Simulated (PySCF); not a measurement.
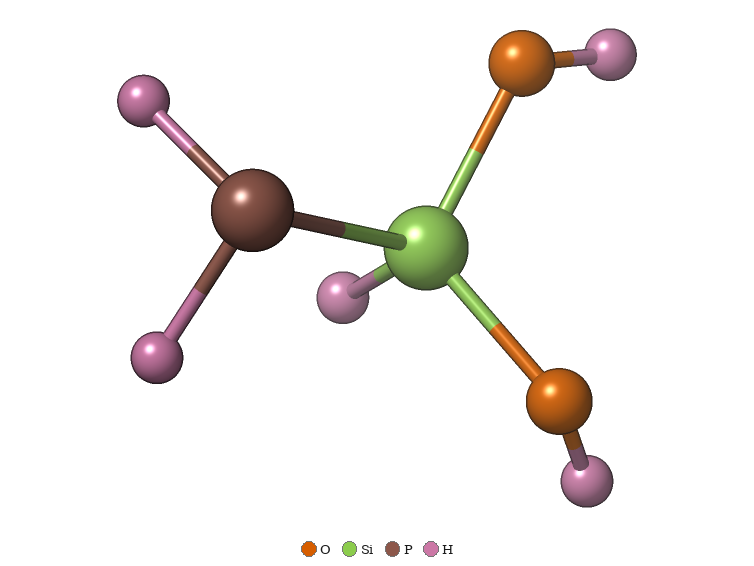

The picture shows a molecular structure as a ball-and-stick model.

Count the atoms of each element.

Answer. H₅O₂PSi, 9 atoms: 5 hydrogen, 2 oxygen, 1 phosphorus and 1 silicon.

Count the bonded pairs by element.

Answer. 2 O–Si, 2 O–H, 2 P–H, 1 P–Si, 1 Si–H.

Write the SMILES.

Answer. O[SiH](O)P

Name functional groups in it.

Answer. Among them: Si–H bond, Si–O bond.

Describe its rings.

Answer. It has no ring.

The parts below concern this one geometry. Atoms keep their numbers from picture to picture. The geometry was computed by an optimisation with PBE0-D3(BJ)/def2-SVP. No frequency run is at hand to confirm it as a minimum.

**Geometry**

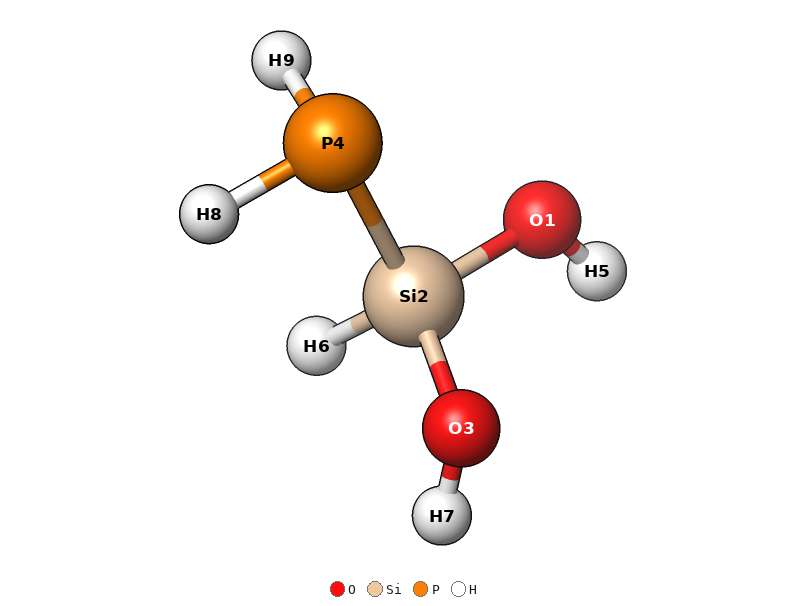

Atoms carry their numbers in the input. No frequency run is at hand to confirm it as a minimum.

Give the bond lengths.

```tsv
bond	length (Å)	order
O1–Si2	1.658	single
O1–H5	0.962	single
Si2–O3	1.663	single
Si2–P4	2.240	single
Si2–H6	1.499	single
O3–H7	0.961	single
P4–H8	1.430	single
P4–H9	1.430	single
```

**Polarisability**

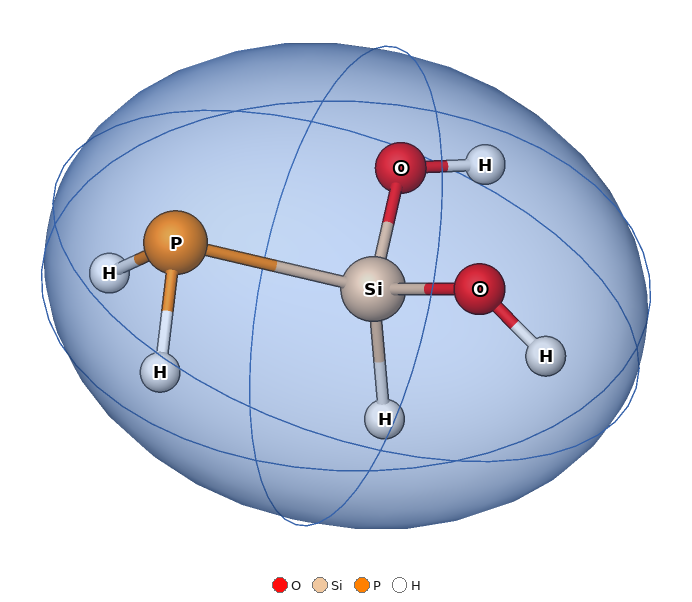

The ellipsoid shows the static dipole polarisability: its half-axes are proportional to the principal values. No frequency run is at hand to confirm it as a minimum. Level of theory: PBE0/def2-TZVPD (PySCF 2.14.0).

How large and how anisotropic is the polarisability?

Answer. Principal values 56.7, 58.5, 74.7 bohr³; mean 63.3 bohr³ (9.38 Å³); anisotropy 17.1 bohr³, so the longest axis is 1.32 times the shortest.

**Excitation**

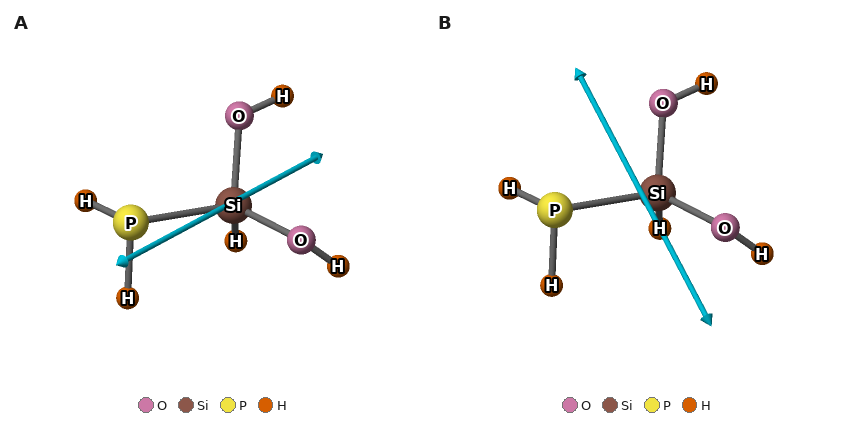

The double arrows show the directions of two transition dipoles from the ground state (lengths mean nothing). No frequency run is at hand to confirm it as a minimum. Properties computed with TDDFT LC-wPBE/def2-SVPD, vertical, gas phase, core orbitals frozen in the response (PySCF 2.14.0).

One belongs to singlet state 1 and one to singlet state 4. Which is which?

Answer. A: state 4, 7.95 eV (156 nm), oscillator strength 0.058, of mixed character, with the largest part HOMO → LUMO+3 (weight 0.23).
B: state 1, 6.94 eV (179 nm), oscillator strength 0.017, mainly HOMO → LUMO+4 (weight 0.53).

**Quadrupole coupling**

No frequency run is at hand to confirm it as a minimum. Electric field gradients from the ground-state density, B3LYP/def2-TZVP (PySCF 2.14.0), non-relativistic apart from any core potentials.

Give the largest field-gradient component, the quadrupole coupling constant and the asymmetry for 17O at O1 (Q = −25.6 mb), 17O at O3 (Q = −25.6 mb).

```
atom  V_zz (a.u.)  e²qQ/h (MHz)     η
  O1        1.423         −8.56  0.52
  O3        1.415         −8.51  0.44
```
